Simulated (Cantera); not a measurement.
Charge: 1 mol TiO₂, 4.3 mol CH₄, 18 mol H₂, held at 3150 Torr.

Equilibrium computed with Cantera from the NASA thermochemical tables; the gas is ideal and each condensed phase is pure. Candidate condensed phases: C, C₆H₆, C₇H₈, C₈H₁₈, H₂O, Ti, TiC, TiO, TiO₂, Ti₂O₃, Ti₃O₅, Ti₄O₇; 113 gas species. Mutual solubility and eutectic melting of coexisting phases are not modelled. TiC: taken at fixed stoichiometry. Condensed phases not in the tables: Magnéli phases beyond Ti₄O₇. Equilibrium is a limit: real reactors are often held back by kinetics, nucleation or transport.

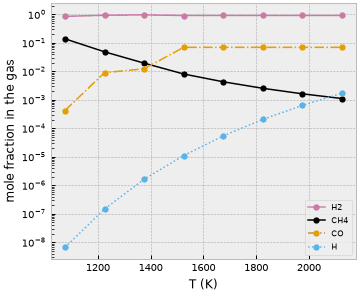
*Equilibrium gas composition (values under 1e-9 drawn at 1e-9)*

Q: Read off the mole fractions at 1225 K.

A: H₂ about 0.94, CH₄ about 0.049, CO about 0.0091, H about 1.5e-7.
